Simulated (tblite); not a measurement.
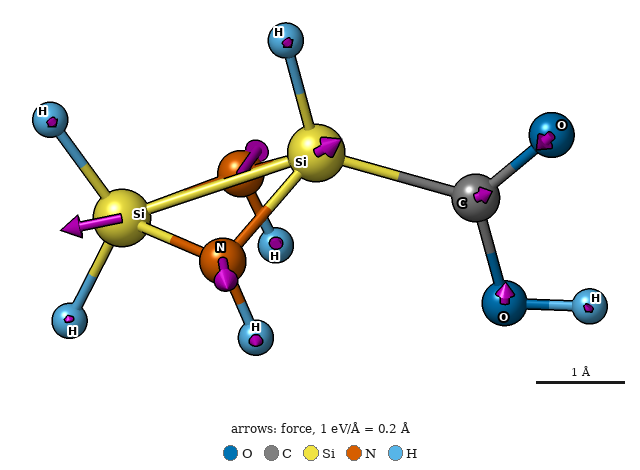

Starting geometry of CH6N2O2Si2 with the computed forces as purple arrows. The picture is a ball-and-stick view, seen from a free direction.

The calculation used GFN2-xTB geometry optimisation, gas phase (tblite 0.8.0). 

> Is this structure relaxed? If not, where do the atoms go?

It isn't relaxed: the largest force vector, on an N atom, is 4.51 eV/Å. The final displacements have little in common with the starting forces (cosine between the two patterns 0.08). The energy falls by 170.2 kJ/mol in 71 geometry steps. The largest moves after the best rigid fit, 1.54 Å, are those of H atoms. Largest moves by element: H 1.54 Å, Si 0.44 Å, O 0.31 Å, N 0.20 Å, C 0.11 Å. Among the contacts that change: Si–Si 2.424 → 2.600 Å, N–Si 1.694 → 1.743 Å, C–O 1.364 → 1.334 Å, C–O 1.224 → 1.207 Å. Bond angles that change, for instance: Si–Si–H 99.0° → 124.7°, Si–N–H 106.3° → 131.7°, Si–N–H 106.8° → 131.6°.
